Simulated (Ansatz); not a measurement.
# Profile along the B–N line in BN (h-BN type, space group P6_3/mmc)

BN (h-BN type, space group P6_3/mmc)

Space group P6₃/mmc (No. 194); a = b = 2.501 Å, c = 6.526 Å, α = β = 90.00°, γ = 120.00°

```tsv
atom	site	symmetry	x	y	z
B	2c	-6m2	0.3333	0.6667	0.2500
N	2d	-6m2	0.6667	0.3333	0.2500
```

Fields along a shortest B–N line of a (0001) plane (1.44 Å), from B to N, interpolated on the slice's grid (step about 0.2 Å). Computed with r2SCAN+rVV10 (plane waves to 500 eV, PAW, scalar-relativistic; Ansatz, an electronic-structure program). k mesh 15×15×5. These are valence fields of a PAW run, semicore shells included where kept as valence: close to a nucleus they are smooth pseudo fields. BN was relaxed with its symmetry unable to fall.

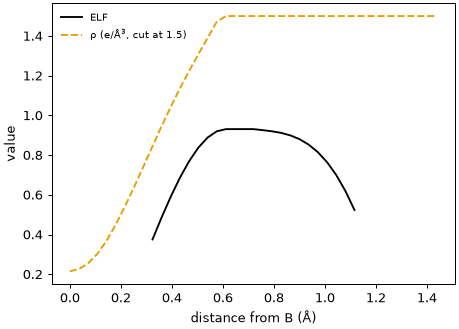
*ELF (away from the nuclei) and valence density from B to N.*

Density on the B–N line (1.44 Å) at its midpoint: 1.85 e/Å³. ELF at that point: 0.93. ELF maximum in the middle third of the B–N line: 0.93, 0.7 Å from B.
